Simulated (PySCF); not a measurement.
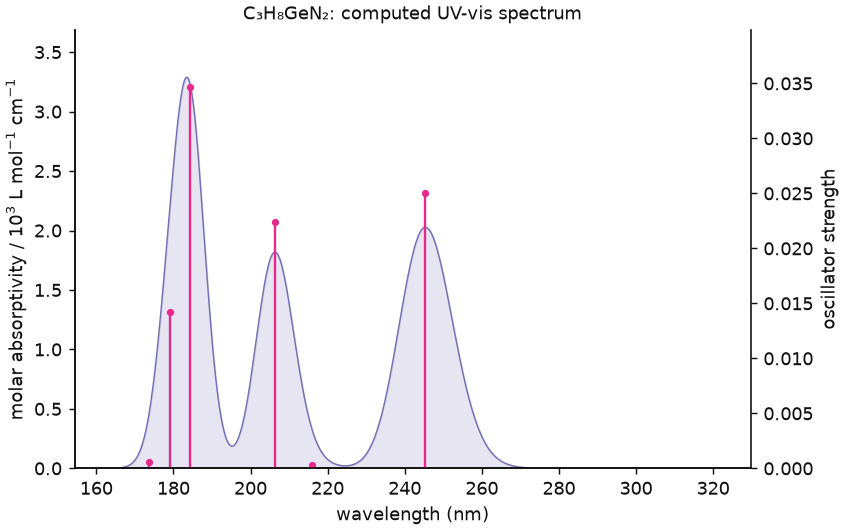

Computed absorption of C₃H₈GeN₂, SMILES C[N](C)[GeH2][C]#N, singlet. Vertical TDDFT excitations, PBE0/def2-SVPD in PySCF 2.14.0, at a GFN2-xTB geometry (no frequency check), gas phase. The lowest 6 singlet states are shown; each is broadened by a Gaussian of 1/e half-width 0.20 eV. Sticks give oscillator strengths (right axis).

Q: Which of the computed transitions is the brightest, and what character does the calculation give it?

A: S4 at 6.72 eV (184 nm), f = 0.035, mainly HOMO → LUMO+3 (98 %).

Q: Does any vertical transition fall in the visible?

A: No singlet lies below 3.1 eV (beyond 400 nm), so at this level no vertical transition falls in the visible.

Note: states above the negative HOMO energy depend on the basis; the tight-binding geometry is rougher than a DFT one and adds to the error; one conformer of a flexible molecule; core orbitals are frozen in the response.
